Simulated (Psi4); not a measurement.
# One shape, several levels: triplet C2H3FO

We compute a comparison of 3 runs (U-r2SCAN/aug-cc-pVDZ, UB3LYP/aug-cc-pVDZ, UM06-L/aug-cc-pVDZ) of triplet C2H3FO. 

The results are computed with Psi4 1.11.

1 further run of the same task is left out (set aside as unsound or not needed).

## Step 1: The structure to begin with

The species is C2H3FO (7 atoms), meant as a triplet with charge 0. SMILES of the parent species: `CC(=O)F`. The coordinates come from a PBE0-D4/def2-TZVP relaxation. That shape belongs to the parent species and isn't relaxed for this state.

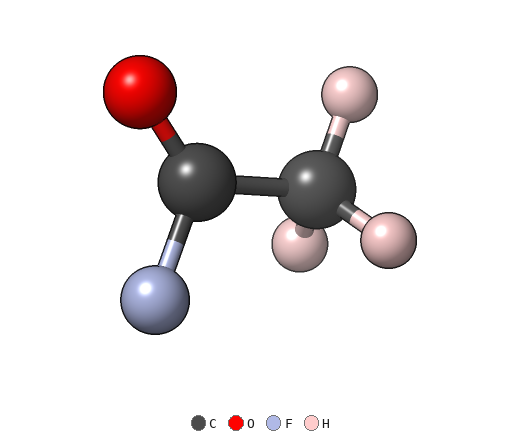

The structure, seen from a chosen angle (carbon dark grey, oxygen red, fluorine light blue, hydrogen pink).

## Step 2: Energy and forces at U-r2SCAN/aug-cc-pVDZ (run 1)

Contents of run.py:

```python
import numpy as np
from ase.calculators.psi4 import Psi4
from ase import Atoms

a = Atoms(['C', 'C', 'O', 'F', 'H', 'H', 'H'], positions=[
    [0.485310, 0.015050, 0.443640],
    [-0.694890, -0.034350, -0.460580],
    [-1.835410, -0.165690, -0.191770],
    [-0.310690, 0.097630, -1.749400],
    [0.165320, -0.091900, 1.476660],
    [1.180650, -0.783140, 0.176830],
    [1.009710, 0.962410, 0.304610],
])
calc = Psi4(atoms=a, method='r2scan', basis='aug-cc-pVDZ', memory='1600MB', num_threads=1, charge=0, multiplicity=3, label='c2h3fo', reference='uks')
calc.psi4.set_options({'puream': True, 'e_convergence': 1e-09, 'd_convergence': 1e-08, 'scf_type': 'pk', 'dft_radial_points': 99, 'dft_spherical_points': 590, 'maxiter': 100})
a.calc = calc

forces = a.get_forces()
print(f'energy: {a.get_potential_energy():.6f} eV')
print('forces / eV A^-1')
print(np.round(forces, 5))
```

The run is started by

```
$ python run.py
```

c2h3fo.dat:

```text
[...]
  Running in c1 symmetry.
[...]
  Nuclear repulsion =  119.233300920272825
[...]
  Multiplicity = 3
[...]
  Nalpha       = 17
  Nbeta        = 15
[...]
    Number of basis functions: 119
[...]
   @UKS iter   1:  -252.43522191179696    5.11279e-02   7.01258e-03 DIIS/ADIIS
[...]
   @UKS iter  14:  -252.80880866891380   -1.04592e-11   7.01397e-09 DIIS
[...]
   @S^2 Observed:                2.008916394E+00
[...]
    Orbital Energies [Eh]
    ---------------------
    Alpha Occupied:
       1A    -24.539939     2A    -19.077562     3A    -10.145953
       4A    -10.082386     5A     -1.216086     6A     -1.116617
       7A     -0.742474     8A     -0.589822     9A     -0.523581
      10A     -0.494627    11A     -0.492795    12A     -0.413395
      13A     -0.390576    14A     -0.384692    15A     -0.376610
      16A     -0.360297    17A     -0.088030
    Alpha Virtual:
      18A     -0.002348    19A      0.036648    20A      0.039589
      21A      0.042910    22A      0.078943    23A      0.081669
      24A      0.090005    25A      0.092167    26A      0.110710
[...]
  @UKS Final Energy:  -252.80880866891380
   => Energetics <=
    Nuclear Repulsion Energy =            119.2333009202728249
    One-Electron Energy =                -582.7724367936449426
    Two-Electron Energy =                 241.6512430413145864
    DFT Exchange-Correlation Energy =     -30.9209158368562562
    Empirical Dispersion Energy =           0.0000000000000000
    VV10 Nonlocal Energy =                  0.0000000000000000
    Total Energy =                       -252.8088086689137981
[...]
 Multipole Moments:
 ------------------------------------------------------------------------------------
     Multipole            Electronic (a.u.)      Nuclear  (a.u.)        Total (a.u.)
 ------------------------------------------------------------------------------------
 L = 1.  Multiply by 2.5417464519 to convert [e a0] to [Debye]
 Dipole X            :         -3.1429681            3.5622939            0.4193258
 Dipole Y            :         -0.0143616            0.0173810            0.0030194
 Dipole Z            :         -4.0087188            4.5284685            0.5197497
 Magnitude           :                                                    0.6678195
[...]
  -Total Gradient:
     Atom            X                  Y                   Z
    ------   -----------------  -----------------  -----------------
       1        0.014445756667     0.001826272941    -0.005720223390
       2       -0.223330946473    -0.024057074575     0.030068955316
       3        0.213429782879     0.024424900950    -0.048267347275
       4        0.006691100321    -0.001820451872     0.033784468610
       5       -0.002209689512     0.000357030908    -0.007825236698
       6       -0.005631053334     0.010304436551    -0.000191954527
       7       -0.003536190108    -0.011055734411    -0.001756182700
[...]
```

On the terminal:

```text
energy: -6879.278083 eV
forces / eV A^-1
[[-7.428300e-01 -9.391000e-02  2.941500e-01]
 [ 1.148414e+01  1.237060e+00 -1.546210e+00]
 [-1.097500e+01 -1.255980e+00  2.482010e+00]
 [-3.440700e-01  9.361000e-02 -1.737270e+00]
 [ 1.136300e-01 -1.836000e-02  4.023900e-01]
 [ 2.895600e-01 -5.298800e-01  9.870000e-03]
 [ 1.818400e-01  5.685100e-01  9.031000e-02]]
```

Run time: 3.7 min. Hardware: 1 thread of AMD EPYC 7R43 (Zen 3), shared host; peak memory 0.76 GiB.

## Step 3: Energy and gradient at UB3LYP/aug-cc-pVDZ (run 2)

Contents of c2h3fo.xyz:

```xyz
7
C2H3FO
C      0.485310     0.015050     0.443640
C     -0.694890    -0.034350    -0.460580
O     -1.835410    -0.165690    -0.191770
F     -0.310690     0.097630    -1.749400
H      0.165320    -0.091900     1.476660
H      1.180650    -0.783140     0.176830
H      1.009710     0.962410     0.304610
```

Contents of c2h3fo_ase.py:

```python
import numpy as np
from ase.calculators.psi4 import Psi4
from ase.io import read

atoms = read('c2h3fo.xyz')
calc = Psi4(atoms=atoms, method='b3lyp', basis='aug-cc-pVDZ', memory='1600MB', num_threads=1, charge=0, multiplicity=3, label='calc', reference='uks')
calc.psi4.set_options({'puream': True, 'e_convergence': 1e-09, 'd_convergence': 1e-08, 'scf_type': 'pk', 'dft_radial_points': 99, 'dft_spherical_points': 590, 'maxiter': 100})
atoms.calc = calc

forces = atoms.get_forces()
print(f'energy: {atoms.get_potential_energy():.6f} eV')
print('forces / eV A^-1')
print(np.round(forces, 5))
```

The run is started by

```
$ python c2h3fo_ase.py
```

calc.dat:

```text
[...]
  Running in c1 symmetry.
[...]
  Nuclear repulsion =  119.233300920272825
[...]
  Multiplicity = 3
[...]
  Nalpha       = 17
  Nbeta        = 15
[...]
    Number of basis functions: 119
[...]
   @UKS iter   1:  -252.64599437874665   -5.75460e-02   6.16387e-03 DIIS/ADIIS
[...]
   @UKS iter  15:  -252.93015741235695   -1.30740e-12   4.11503e-09 DIIS
[...]
   @S^2 Observed:                2.006118746E+00
[...]
    Orbital Energies [Eh]
    ---------------------
    Alpha Occupied:
       1A    -24.738102     2A    -19.258771     3A    -10.286498
       4A    -10.223345     5A     -1.260706     6A     -1.160303
       7A     -0.779870     8A     -0.631303     9A     -0.565724
      10A     -0.537720    11A     -0.535649    12A     -0.453182
      13A     -0.435888    14A     -0.426489    15A     -0.414795
      16A     -0.399843    17A     -0.121179
    Alpha Virtual:
      18A     -0.014416    19A      0.022160    20A      0.022742
      21A      0.027722    22A      0.065350    23A      0.067285
      24A      0.075943    25A      0.088633    26A      0.093108
[...]
  @UKS Final Energy:  -252.93015741235695
   => Energetics <=
    Nuclear Repulsion Energy =            119.2333009202728249
    One-Electron Energy =                -582.7500961044531778
    Two-Electron Energy =                 235.6815794664064470
    DFT Exchange-Correlation Energy =     -25.0949416945830421
    Empirical Dispersion Energy =           0.0000000000000000
    VV10 Nonlocal Energy =                  0.0000000000000000
    Total Energy =                       -252.9301574123569480
[...]
 Multipole Moments:
 ------------------------------------------------------------------------------------
     Multipole            Electronic (a.u.)      Nuclear  (a.u.)        Total (a.u.)
 ------------------------------------------------------------------------------------
 L = 1.  Multiply by 2.5417464519 to convert [e a0] to [Debye]
 Dipole X            :         -3.1628005            3.5622939            0.3994934
 Dipole Y            :         -0.0174040            0.0173810           -0.0000230
 Dipole Z            :         -3.9936698            4.5284685            0.5347987
 Magnitude           :                                                    0.6675363
[...]
  -Total Gradient:
     Atom            X                  Y                   Z
    ------   -----------------  -----------------  -----------------
       1        0.011212460870     0.001673129054    -0.007953903013
       2       -0.219555931184    -0.023854936318     0.032352030816
       3        0.212845497158     0.024365170570    -0.048230054380
       4        0.006849826832    -0.001821337288     0.034010295989
       5       -0.002366683688     0.000333542141    -0.007714186578
       6       -0.005477341258     0.009671396445    -0.000503855744
       7       -0.003511841442    -0.010366554633    -0.001971175866
[...]
```

The script printed:

```text
energy: -6882.580151 eV
forces / eV A^-1
[[ -0.57657  -0.08604   0.40901]
 [ 11.29002   1.22667  -1.66361]
 [-10.94496  -1.25291   2.48009]
 [ -0.35223   0.09366  -1.74888]
 [  0.1217   -0.01715   0.39668]
 [  0.28166  -0.49732   0.02591]
 [  0.18059   0.53307   0.10136]]
```

It took 100 s on 1 thread of AMD EPYC 7R43 (Zen 3), shared host; peak memory 0.76 GiB.

## Step 4: Energy and forces at UM06-L/aug-cc-pVDZ (run 3)

c2h3fo.xyz is that of step 3.

Contents of c2h3fo.py:

```python
import psi4

psi4.set_memory(1600000000)
psi4.set_num_threads(1)
psi4.set_output_file('output.dat', False)

with open('c2h3fo.xyz') as f:
    atoms = ''.join(f.readlines()[2:])
mol = psi4.geometry('0 3\n' + atoms + 'symmetry c1\nno_reorient\nno_com')

psi4.set_options({
    'reference': 'uks',
    'puream': True,
    'e_convergence': 1e-09,
    'd_convergence': 1e-08,
    'scf_type': 'pk',
    'dft_radial_points': 99,
    'dft_spherical_points': 590,
    'maxiter': 100,
})

e = psi4.gradient("m06-l/aug-cc-pVDZ")
print('gradient / Eh bohr^-1')
print(e.np.round(6))
for k, v in sorted(psi4.core.scalar_variables().items()):
    print(f'{k:45s} {v:18.10f}')
```

The run is started by

```
$ python c2h3fo.py
```

output.dat:

```text
[...]
  Running in c1 symmetry.
[...]
  Nuclear repulsion =  119.233300920272839
[...]
  Multiplicity = 3
[...]
  Nalpha       = 17
  Nbeta        = 15
[...]
    Number of basis functions: 119
[...]
   @UKS iter   1:  -252.53792695417042   -1.08444e-02   6.80032e-03 ADIIS/DIIS
[...]
   @UKS iter  14:  -252.89386504489951   -2.72848e-12   7.73250e-09 DIIS
[...]
   @S^2 Observed:                2.007248135E+00
[...]
    Orbital Energies [Eh]
    ---------------------
    Alpha Occupied:
       1A    -24.545173     2A    -19.085657     3A    -10.152570
       4A    -10.093909     5A     -1.233754     6A     -1.131116
       7A     -0.738757     8A     -0.589991     9A     -0.523166
      10A     -0.491600    11A     -0.487543    12A     -0.407810
      13A     -0.386970    14A     -0.383835    15A     -0.371733
      16A     -0.355538    17A     -0.077950
    Alpha Virtual:
      18A     -0.015321    19A      0.011443    20A      0.015283
      21A      0.021209    22A      0.057191    23A      0.062068
      24A      0.063817    25A      0.090284    26A      0.093941
[...]
  @UKS Final Energy:  -252.89386504489951
   => Energetics <=
    Nuclear Repulsion Energy =            119.2333009202728391
    One-Electron Energy =                -582.8570691520659466
    Two-Electron Energy =                 241.7615943319368910
    DFT Exchange-Correlation Energy =     -31.0316911450432862
    Empirical Dispersion Energy =           0.0000000000000000
    VV10 Nonlocal Energy =                  0.0000000000000000
    Total Energy =                       -252.8938650448995134
[...]
 Multipole Moments:
 ------------------------------------------------------------------------------------
     Multipole            Electronic (a.u.)      Nuclear  (a.u.)        Total (a.u.)
 ------------------------------------------------------------------------------------
 L = 1.  Multiply by 2.5417464519 to convert [e a0] to [Debye]
 Dipole X            :         31.3657802          -30.9561517            0.4096285
 Dipole Y            :          0.9009180           -0.8981490            0.0027690
 Dipole Z            :         29.6541431          -29.1439232            0.5102199
 Magnitude           :                                                    0.6543146
[...]
  -Total Gradient:
     Atom            X                  Y                   Z
    ------   -----------------  -----------------  -----------------
       1        0.017508685389     0.001952677041    -0.003349367748
       2       -0.222427233660    -0.023931066036     0.029538980446
       3        0.209767647243     0.024018838656    -0.047611238240
       4        0.007046901312    -0.001561845323     0.030731663902
       5       -0.002723948423     0.000198066116    -0.006341344642
       6       -0.005526930490     0.009192124873    -0.000759404460
       7       -0.003656492745    -0.009873862431    -0.002155697132
[...]
```

The script printed:

```text
gradient / Eh bohr^-1
[[ 1.75090e-02  1.95300e-03 -3.34900e-03]
 [-2.22427e-01 -2.39310e-02  2.95390e-02]
 [ 2.09768e-01  2.40190e-02 -4.76110e-02]
 [ 7.04700e-03 -1.56200e-03  3.07320e-02]
 [-2.72400e-03  1.98000e-04 -6.34100e-03]
 [-5.52700e-03  9.19200e-03 -7.59000e-04]
 [-3.65600e-03 -9.87400e-03 -2.15600e-03]]
CURRENT ENERGY                                   -252.8938650449
CURRENT REFERENCE ENERGY                         -252.8938650449
DD SOLVATION ENERGY                                 0.0000000000
DFT FUNCTIONAL TOTAL ENERGY                      -252.8938650449
DFT TOTAL ENERGY                                 -252.8938650449
DFT VV10 ENERGY                                     0.0000000000
DFT XC ENERGY                                     -31.0316911450
GRID ELECTRONS ALPHA                               17.0000010941
GRID ELECTRONS BETA                                15.0000000673
GRID ELECTRONS TOTAL                               32.0000011614
NUCLEAR REPULSION ENERGY                          119.2333009203
ONE-ELECTRON ENERGY                              -582.8570691521
PCM POLARIZATION ENERGY                             0.0000000000
PE ENERGY                                           0.0000000000
SCF ITERATION ENERGY                             -252.8938650449
SCF ITERATIONS                                     14.0000000000
SCF TOTAL ENERGY                                 -252.8938650449
TWO-ELECTRON ENERGY                               241.7615943319
XC GRID RADIAL POINTS                              99.0000000000
XC GRID SPHERICAL POINTS                          590.0000000000
XC GRID TOTAL POINTS                           392798.0000000000
```

It took 3.5 min on 1 thread of AMD EPYC 7R43 (Zen 3), shared host; peak memory 0.73 GiB.

## Step 5: All runs side by side

```tsv
run	level	energy (Eh)	dipole moment (D)	HOMO energy (eV)	⟨S²⟩	wall time
1	U-r2SCAN/aug-cc-pVDZ	-252.808809	1.70	-2.40	2.009	3.7 min
2	UB3LYP/aug-cc-pVDZ	-252.930157	1.70	-3.30	2.006	100 s
3	UM06-L/aug-cc-pVDZ	-252.893865	1.66	-2.12	2.007	3.5 min
```

## Step 6: Results

```
                                 quantity          value
                      run 3: total energy  -252.89387 Eh
                     run 3: dipole moment         1.66 D
run 3: HOMO energy (highest over α and β)       -2.12 eV
                              run 3: ⟨S²⟩          2.007
          run 3: largest force on an atom    11.604 eV/Å
```

**Reading.** The dipole moment (its size) runs from 1.66 D (UM06-L/aug-cc-pVDZ) to 1.70 D (U-r2SCAN/aug-cc-pVDZ). Totals of different functionals can't be ranked against each other. All runs together took 8.9 min, the longest 3.7 min.
